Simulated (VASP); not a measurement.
Band structure of Ti (space group P6_3/mmc). Level of theory: PBE GGA, VASP's PBE PAW potentials (set 64) (plane waves; VASP).

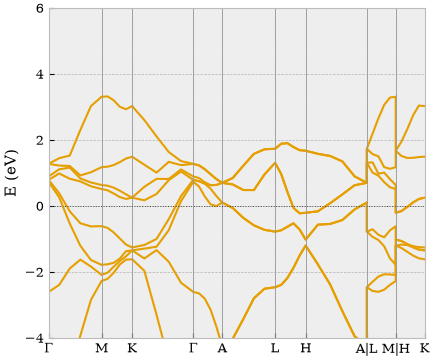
Figure. Bands along high-symmetry lines, zero at the valence-band maximum or, without a gap, the Fermi level

Question: Read the plot: is there a gap, and where are the band edges?

Answer: It has no gap at this level: it comes out as a metal or semimetal.

The structure is a typed Ti crystal (P6_3/mmc). The cell was not relaxed at this level.
